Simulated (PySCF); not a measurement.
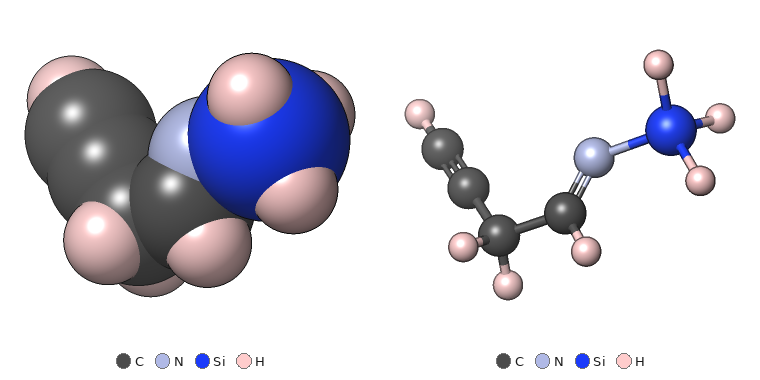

The same structure drawn twice, from different directions.

Description:

The molecule is C4H7NSi. SMILES: `C#CC/C=N/[SiH3]`. It has no ring. Among its groups: alkyne, imine, Si–H bond, Si–N bond. The point group is Cs. Coordination: 2 C linear; 1 C tetrahedral; 1 C trigonal planar; 1 N bent; 1 Si tetrahedral.

The parts below concern this one geometry. Atoms keep their numbers from picture to picture. Computed geometry: PBE0-D3(BJ)/def2-SVP optimisation. No frequency run is at hand to confirm it as a minimum.

**Core levels**

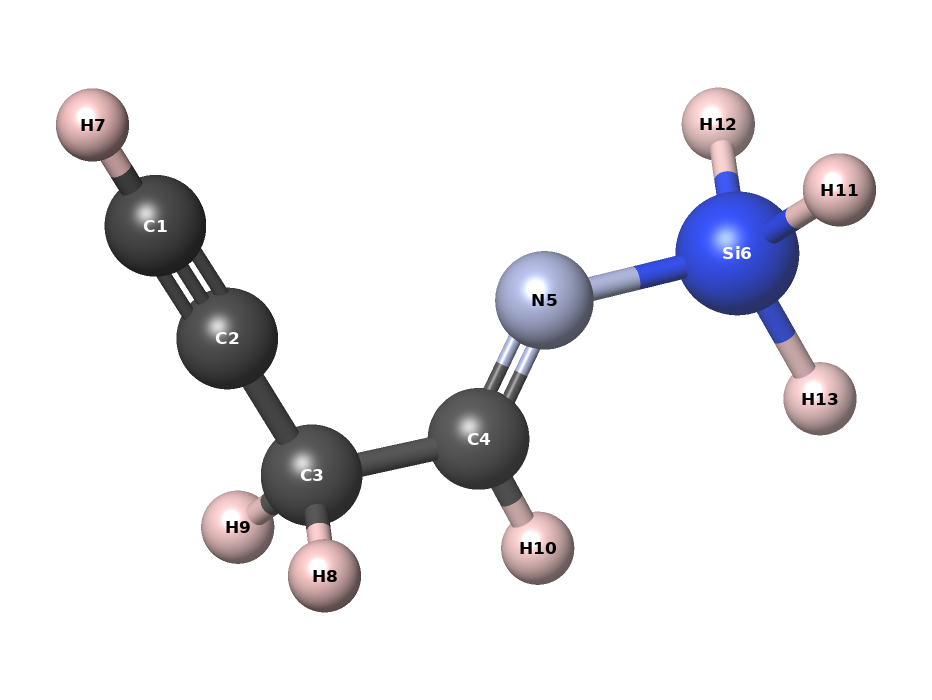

No frequency run is at hand to confirm it as a minimum. Level of theory: delta-SCF UKS HF, pcX-2 on the ionised atom, pcseg-1 elsewhere, spin-free X2C (PySCF 2.14.0).

Give the core-electron binding energies (to vacuum; p and d levels without spin–orbit splitting) of C1 1s, C2 1s, C3 1s, C4 1s, N5 1s, Si6 1s, Si6 2p.

```csv
atom,level,binding energy (eV)
C1,1s,289.9
C2,1s,290.2
C3,1s,291.8
C4,1s,292.0
N5,1s,403.5
Si6,1s,1847.8
Si6,2p,106.7
```

**Dipole moment**

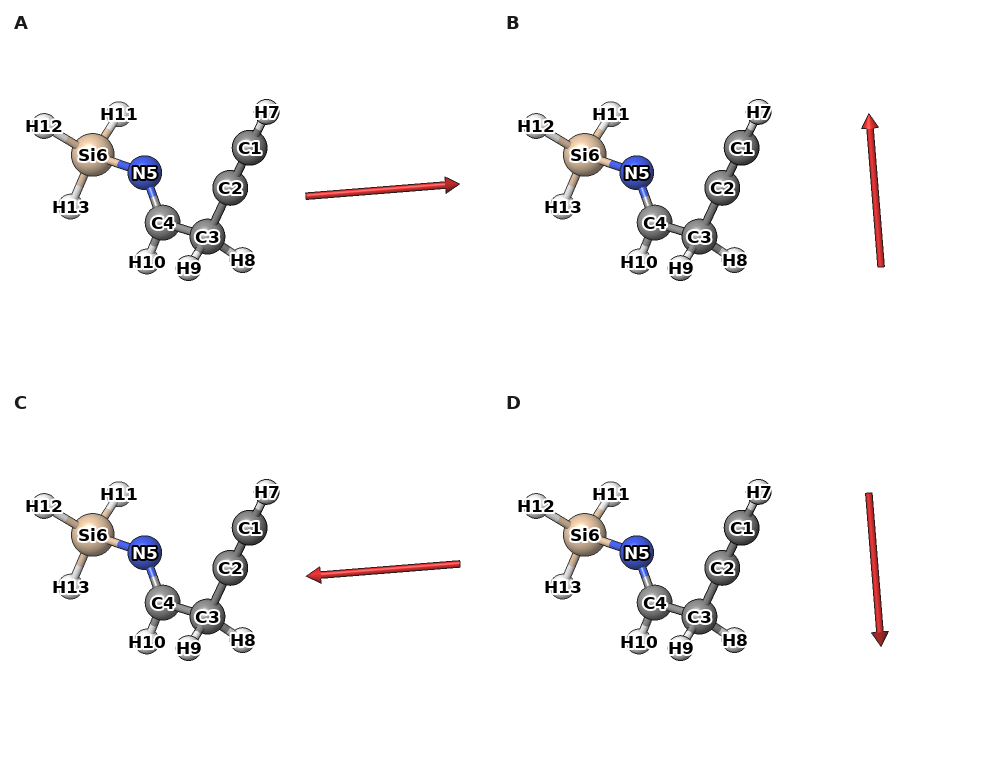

The same molecule four times, each with an arrow. No frequency run is at hand to confirm it as a minimum. Method: PBE0/def2-TZVP, gas phase (PySCF 2.14.0).

> Which arrow points along the dipole moment, from the negative to the positive end?

D. The dipole moment is 1.84 D; it points from the side of H7 to the side of H8, H9, H10 (the outermost atoms at the two ends).

**Charges**

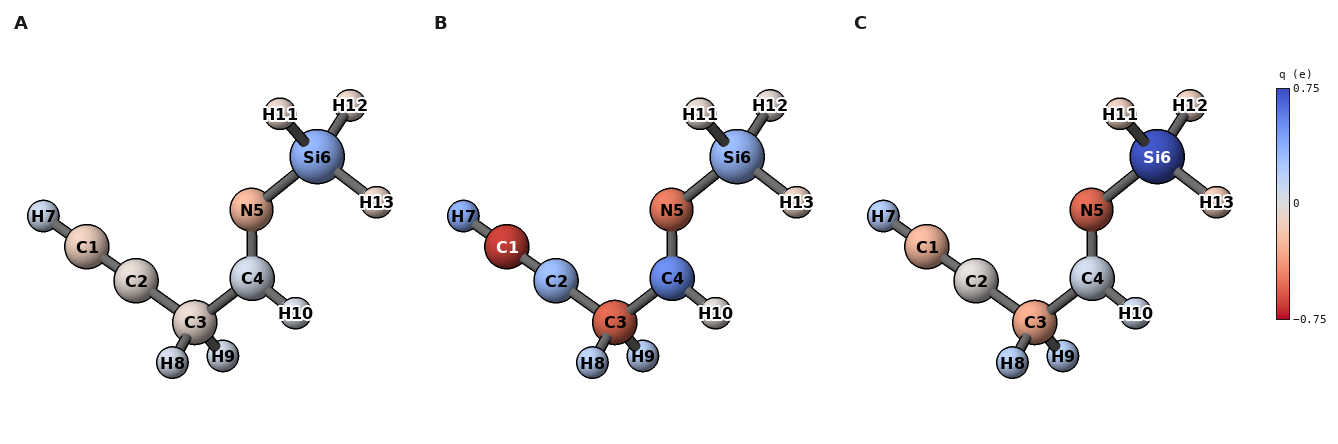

Atomic charges of one calculation by 3 schemes, on one colour scale. No frequency run is at hand to confirm it as a minimum. Method: PBE0/aug-cc-pVDZ (PySCF 2.14.0).

> The schemes are ESP-fitted, Hirshfeld, IAO. Which panel shows which?

A Hirshfeld, B ESP-fitted, C IAO.

List the charges (e), one line for each set of equivalent atoms.

```csv
atom,Hirshfeld,ESP-fitted,IAO
C1,−0.12,−0.64,−0.24
C2,−0.05,0.30,−0.02
C3,−0.06,−0.54,−0.30
C4,0.07,0.51,0.08
N5,−0.24,−0.47,−0.53
Si6,0.35,0.32,0.71
H7,0.09,0.36,0.20
"H8, H9",0.07,0.18,0.18
H10,0.04,−0.03,0.10
"H11, H12",−0.07,−0.05,−0.11
H13,−0.09,−0.10,−0.14
```
